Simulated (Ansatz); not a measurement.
**FH₄NOSSn: basis-set convergence**

Aim: see how fast density functionals converge with the basis set for FH₄NOSSn.

Program: Ansatz 0.2.0, Gaussian basis. Level of theory: one geometry, several basis sets. These are calculated values, not measurements.

The runs, in order: PBE0-D4/def2-SVP; ωB97M-V/def2-SVP; PBE0-D4/def2-QZVPP; ωB97M-V/def2-QZVPP; the functionals' def2-TZVPP values are taken from earlier runs.

## 1. The geometry

All runs share one geometry, relaxed beforehand with PBE0-D4 in a triple-zeta def2 set. Sn takes the def2 core potential; no spin-orbit term is included.

SMILES `[NH2][Sn]([OH])([F])[SH]`, 9 atoms, charge 0, spin multiplicity 1.

Atoms are counted from 1 here; the program's logs count them from 0.

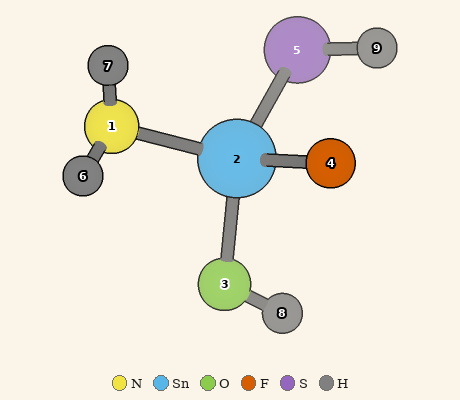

The structure; nitrogen yellow, tin blue, oxygen green, fluorine orange, sulfur purple, hydrogen grey; atoms are numbered from 1 in the order of the file.

## 2. PBE0-D4 in def2-SVP

Contents of in.yaml:

```yaml
crystal:
  periodic: [false, false, false]
  atoms:
    - {symbol: N, position_ang: [1.291560, 1.213853, -0.487896]}
    - {symbol: Sn, position_ang: [-0.071718, -0.133739, 0.041078]}
    - {symbol: O, position_ang: [0.931813, -1.790954, 0.164588]}
    - {symbol: F, position_ang: [-1.439572, -0.477803, -1.272315]}
    - {symbol: S, position_ang: [-1.333013, 0.508180, 1.943939]}
    - {symbol: H, position_ang: [1.897338, 0.900076, -1.235277]}
    - {symbol: H, position_ang: [0.909414, 2.118887, -0.727111]}
    - {symbol: H, position_ang: [0.374312, -2.568613, 0.250578]}
    - {symbol: H, position_ang: [-2.471735, 0.183712, 1.305318]}
basis:
  gaussian: {orbitals: def2-SVP}
hamiltonian: {xc: pbe0, dispersion: d4}
output: {orbitals: {seedname: orbitals}}
```

On the command line:

```console
$ ansatz run in.yaml --threads 4 --pin off --events-out ev --progress --plain --max-ram 10444MiB
```

Log:

```text
Functional definition: PBE0
  name "PBE0"
  cite "Adamo & Barone, J. Chem. Phys. 110, 6158 (1999) doi:10.1063/1.478522"
  cite "Perdew, Burke & Ernzerhof, Phys. Rev. Lett. 77, 3865 (1996) doi:10.1103/PhysRevLett.77.3865"
  parent pbe
  parameter a = 0.25
  parameter kappa = 0.804
  parameter beta = 0.06672455060314922
  exchange = (1 - a)*pbe_x(kappa = kappa, mu = beta*pi^2/3) + a*exact_x
  correlation = pbe_c(beta = beta)
1112 factors; integrals over basis functions are off by at most 6.7e-4 eV
mean field evaluation 1: about -22958.4409 eV, gradient 7.6e1 eV
mean field evaluation 2: about -22937.3059 eV, gradient 1.2e2 eV
mean field evaluation 4: about -22969.0141 eV, gradient 8.2e0 eV
mean field evaluation 8: about -22969.2938 eV, gradient 4.4e-1 eV
mean field evaluation 16: about -22969.2945 eV, gradient 9.3e-5 eV
mean field -22969.29448501 eV, -844.1060031772 hartree, gradient 2.2e-5 eV, S^2 0.000000; 0 other end points of the search recorded, 0 dependent functions left out
reference -22969.29451460 eV, -844.1060042647 hartree; 33, 33 occupied and 73, 73 virtual orbitals, 1112 factors
Total energy: -22969.47944101 eV, -844.1128001848 hartree
```

Run time: 1.3 s. Hardware: 4 threads of Arm Neoverse V1, shared host.

## 3. ωB97M-V in def2-SVP

in.yaml, as its differences from that of step 2:

```diff
@@ -14,3 +14,3 @@
   gaussian: {orbitals: def2-SVP}
-hamiltonian: {xc: pbe0, dispersion: d4}
+hamiltonian: {xc: {name: wB97M-V}}
 output: {orbitals: {seedname: orbitals}}
```

Same command.

Log, cut to the lines that bear on the results:

```text
Functional definition: wB97M-V
  name "wB97M-V"
  cite "Mardirossian & Head-Gordon, J. Chem. Phys. 144, 214110 (2016) doi:10.1063/1.4952647"
  cite "Becke, J. Chem. Phys. 107, 8554 (1997) doi:10.1063/1.475007"
  cite "Vydrov & Van Voorhis, J. Chem. Phys. 133, 244103 (2010) doi:10.1063/1.3521275"
  # Of w^i u^j: cxij and so on, Table III.
[...]
  gx(w, u) = 1 - cx + cx01*u + cx10*w
  gss(w, u) = css00 + css04*u^4 + css10*w + css20*w^2 + css43*w^4*u^3
  gos(w, u) = cos00 + cos10*w + (cos20 + cos21*u)*w^2 + (cos60 + cos61*u)*w^6
[...]
      + integral(e_c_pw_mod_opposite_spin*gos(b97_w_opposite, b97_u_opposite)) + vv10(b, c)
1112 factors; integrals over basis functions are off by at most 6.7e-4 eV
288 factors; integrals over basis functions are off by at most 9.4e-6 eV
[...]
mean field -22975.57205142 eV, -844.3366994878 hartree, gradient 4.1e-5 eV, S^2 0.000000; 0 other end points of the search recorded, 0 dependent functions left out
reference -22975.57209885 eV, -844.3367012306 hartree; 33, 33 occupied and 73, 73 virtual orbitals, 1112 factors
Total energy: -22975.57209885 eV, -844.3367012306 hartree
```

Wall time 5.5 s (4 threads of Arm Neoverse V1, shared host); peak memory 0.35 GiB.

## 4. PBE0-D4 in def2-QZVPP

in.yaml, as its differences from that of step 3:

```diff
@@ -13,4 +13,4 @@
 basis:
-  gaussian: {orbitals: def2-SVP}
-hamiltonian: {xc: {name: wB97M-V}}
+  gaussian: {orbitals: "def2-QZVPP.json"}
+hamiltonian: {xc: pbe0, dispersion: d4}
 output: {orbitals: {seedname: orbitals}}
```

Same command.

Log:

```text
Functional definition: PBE0
  name "PBE0"
  cite "Adamo & Barone, J. Chem. Phys. 110, 6158 (1999) doi:10.1063/1.478522"
  cite "Perdew, Burke & Ernzerhof, Phys. Rev. Lett. 77, 3865 (1996) doi:10.1103/PhysRevLett.77.3865"
  parent pbe
  parameter a = 0.25
  parameter kappa = 0.804
  parameter beta = 0.06672455060314922
  exchange = (1 - a)*pbe_x(kappa = kappa, mu = beta*pi^2/3) + a*exact_x
  correlation = pbe_c(beta = beta)
1629 factors; their error is unknown
mean field evaluation 1: about -22968.9955 eV, gradient 8.9e1 eV
mean field evaluation 2: about -22937.7252 eV, gradient 1.5e2 eV
mean field evaluation 4: about -22982.2152 eV, gradient 1.1e1 eV
mean field evaluation 8: about -22982.4066 eV, gradient 3.8e-1 eV
mean field evaluation 16: about -22982.4849 eV, gradient 1.2e-4 eV
mean field -22982.48493550 eV, -844.5907432917 hartree, gradient 3.8e-5 eV, S^2 0.000000; 0 other end points of the search recorded, 0 dependent functions left out
reference -22982.48497563 eV, -844.5907447667 hartree; 33, 33 occupied and 410, 410 virtual orbitals, 1629 factors
Total energy: -22982.66990204 eV, -844.5975406868 hartree
```

Wall time 8.5 s (4 threads of Arm Neoverse V1, shared host); peak memory 1.6 GiB.

## 5. ωB97M-V in def2-QZVPP

in.yaml, as its differences from that of step 4:

```diff
@@ -14,3 +14,3 @@
   gaussian: {orbitals: "def2-QZVPP.json"}
-hamiltonian: {xc: pbe0, dispersion: d4}
+hamiltonian: {xc: {name: wB97M-V}}
 output: {orbitals: {seedname: orbitals}}
```

Same command.

Log, cut to the lines that bear on the results:

```text
Functional definition: wB97M-V
  name "wB97M-V"
  cite "Mardirossian & Head-Gordon, J. Chem. Phys. 144, 214110 (2016) doi:10.1063/1.4952647"
  cite "Becke, J. Chem. Phys. 107, 8554 (1997) doi:10.1063/1.475007"
  cite "Vydrov & Van Voorhis, J. Chem. Phys. 133, 244103 (2010) doi:10.1063/1.3521275"
  # Of w^i u^j: cxij and so on, Table III.
[...]
  gx(w, u) = 1 - cx + cx01*u + cx10*w
  gss(w, u) = css00 + css04*u^4 + css10*w + css20*w^2 + css43*w^4*u^3
  gos(w, u) = cos00 + cos10*w + (cos20 + cos21*u)*w^2 + (cos60 + cos61*u)*w^6
[...]
      + integral(e_c_pw_mod_opposite_spin*gos(b97_w_opposite, b97_u_opposite)) + vv10(b, c)
1584 factors; their error is unknown
343 factors; integrals over basis functions are off by at most 1.4e-5 eV
[...]
mean field -22988.90096987 eV, -844.8265282060 hartree, gradient 4.4e-5 eV, S^2 0.000000; 0 other end points of the search recorded, 0 dependent functions left out
reference -22988.90103544 eV, -844.8265306157 hartree; 33, 33 occupied and 410, 410 virtual orbitals, 1584 factors
Total energy: -22988.90103544 eV, -844.8265306157 hartree
```

It took 19 s on 4 threads of Arm Neoverse V1, shared host; peak memory 1.9 GiB.

## 6. Density functionals: the series

The def2-TZVPP values come from earlier runs at the same geometry.

| functional | basis | functions | energy (eV) | from the largest (eV) | HOMO (eV) | LUMO (eV) |
| --- | --- | --- | --- | --- | --- | --- |
| PBE0-D4 | def2-SVP | 106 | -22969.4794 | 13.190 | -7.82 | -1.29 |
| PBE0-D4 | def2-TZVPP | 241 | -22981.8803 | 0.790 | -8.00 | -1.58 |
| PBE0-D4 | def2-QZVPP | 443 | -22982.6699 | 0.000 | -8.03 | -1.68 |
| ωB97M-V | def2-SVP | 106 | -22975.5721 | 13.329 | -10.02 | 0.77 |
| ωB97M-V | def2-TZVPP | 241 | -22988.1482 | 0.753 | -10.24 | 0.36 |
| ωB97M-V | def2-QZVPP | 443 | -22988.9010 | 0.000 | -10.27 | 0.14 |

## 7. Results

```
                                       quantity           value
PBE0-D4: double and triple zeta above quadruple  13.19, 0.79 eV
ωB97M-V: double and triple zeta above quadruple  13.33, 0.75 eV
```

PBE0-D4 gains 12.40 eV from double to triple zeta, then 0.79 eV more. Total energies overstate the basis error of differences, where much of it tends to cancel. The LUMO of ωB97M-V is positive and keeps falling with the basis (0.77 to 0.14 eV): an unbound level that the basis holds in place.

For PBE0-D4 the largest set took about 7 times as long as the smallest (8.5 s against 1.3 s).
